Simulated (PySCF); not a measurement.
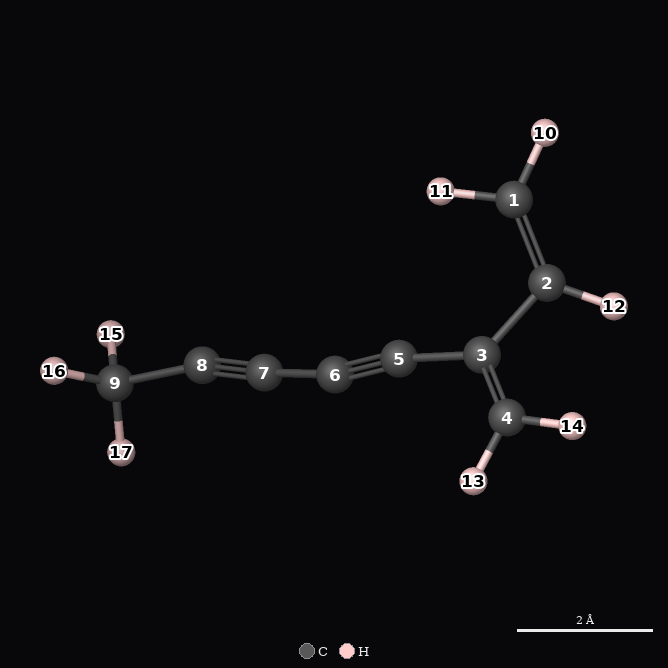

Numbered structure. Geometry: a frame of a GFN2-xTB molecular-dynamics simulation, not a minimum.

Question: What is the geometry at C1?

Answer: C1 has 3 neighbours (C2 at 1.34, H10 at 1.10, H11 at 1.10 Å); the arrangement is trigonal planar.

Question: What is the geometry at C9?

Answer: C9 has 4 neighbours (C8 at 1.49, H15 at 1.17, H16 at 1.05, H17 at 1.10 Å); the arrangement is tetrahedral.

Question: What is the geometry at C8?

Answer: C8 has 2 neighbours (C7 at 1.22, C9 at 1.49 Å); the arrangement is bent.

Question: Describe the coordination of atom 3.

Answer: C3 has 3 neighbours (C2 at 1.45, C4 at 1.32, C5 at 1.43 Å); the arrangement is trigonal planar.

Question: What is the dihedral angle C1–C2–C3–C4?

Answer: 129° in size, that is anticlinal.
